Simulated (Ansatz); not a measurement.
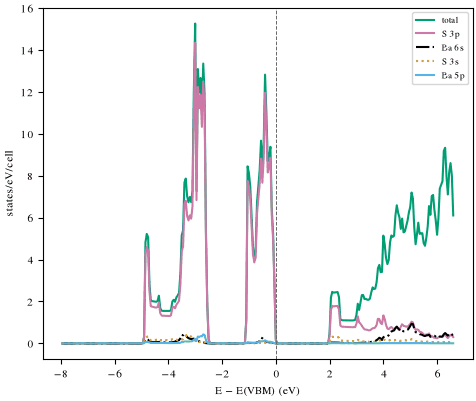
Fig. 1. Total and projected density of states of BaS2 in space group C2/c (No. 15; Ba on 4e, S on 8f), r²SCAN in the plane-wave PAW code Ansatz

Which orbitals carry the states next to the gap?

Top 1 eV of the valence band: S 3p 93 %. Bottom 1 eV of the conduction band: S 3p 72 %, S 3s 12 %, outside the projected shells 14 %. Projections are on Löwdin-orthogonalised atomic valence shells; empty p or d shells of many metals are not among them.

Where is the tallest occupied peak in this window, and what makes it?

Near -3.0 eV, about 15 states/eV per cell; the largest projected share is S 3p.

The workflow started from a Materials Project entry (that database holds measured and hypothetical structures alike); the Crystallography Open Database files this formula in space group No. 15, but the cells were not matched. Whether it is the stable phase at ambient conditions was not checked. The cell was relaxed with r²SCAN under the symmetry of its start; its stability against distortions is not shown here. Spin–orbit coupling is left out wherever it is not named.

Potentials: the later of the program's two PAW sets.
